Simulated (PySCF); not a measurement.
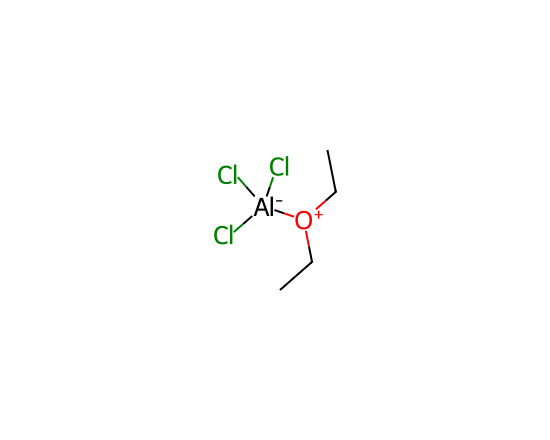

The drawing above gives the connectivity. Computed geometry: PBE0-D3(BJ)/def2-SVP optimisation. No frequency run is at hand to confirm it as a minimum.

What does the molecule look like in three dimensions?

The molecule is C4H10AlCl3O. As SMILES it reads `CC[O+](CC)[Al-]([Cl])([Cl])[Cl]`. Coordination: 4 C tetrahedral; 1 O trigonal planar; 1 Al tetrahedral.

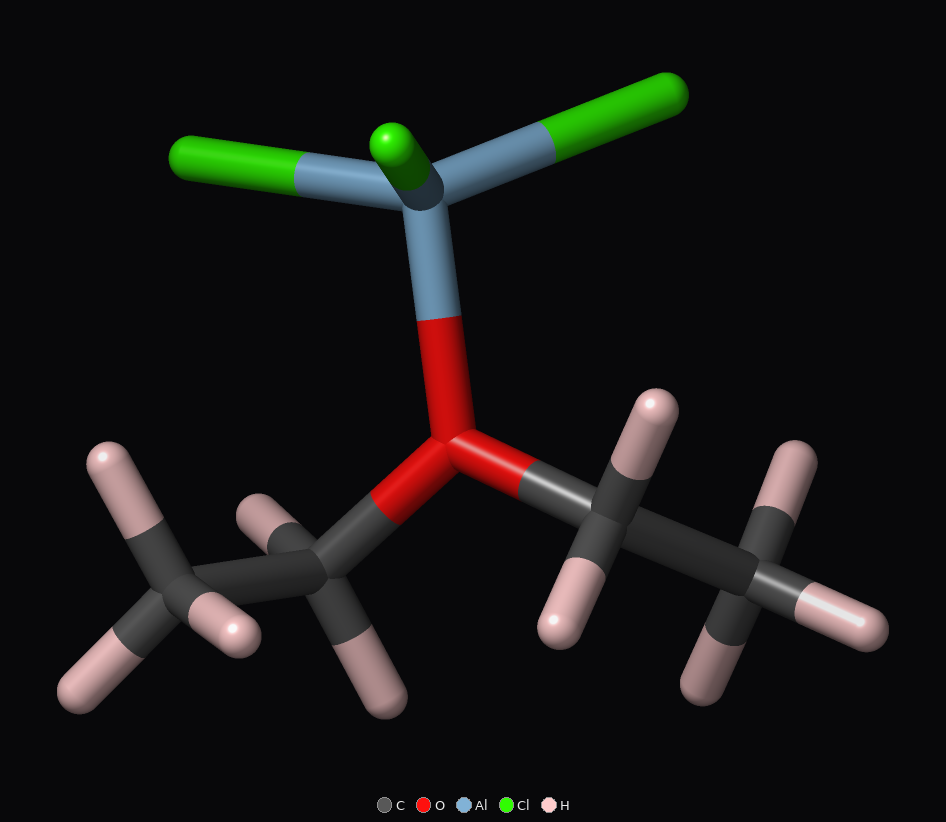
